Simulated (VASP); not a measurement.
Band structure of LaOF (space group P4/nmm). Method: r2SCAN meta-GGA, VASP's PBE PAW potentials (set 64) (plane waves; VASP 6.6.1).

The path is coarsely sampled, so an indirect gap can come out somewhat too large.

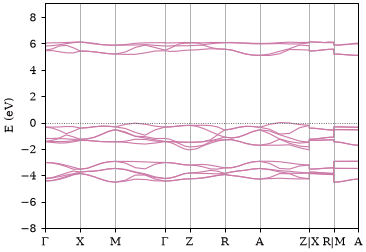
Figure. Bands along high-symmetry lines, zero at the valence-band maximum or, without a gap, the Fermi level

Task: Read the plot: is there a gap, and where are the band edges?

Result: The gap is indirect, 5.09 eV, from the valence maximum at A-Z at 0.40 to the conduction minimum at A-Z at 0.20.

The structure comes from a computed database's LaOF entry (P4/nmm); how it stands against other phases isn't given here. It was relaxed first.
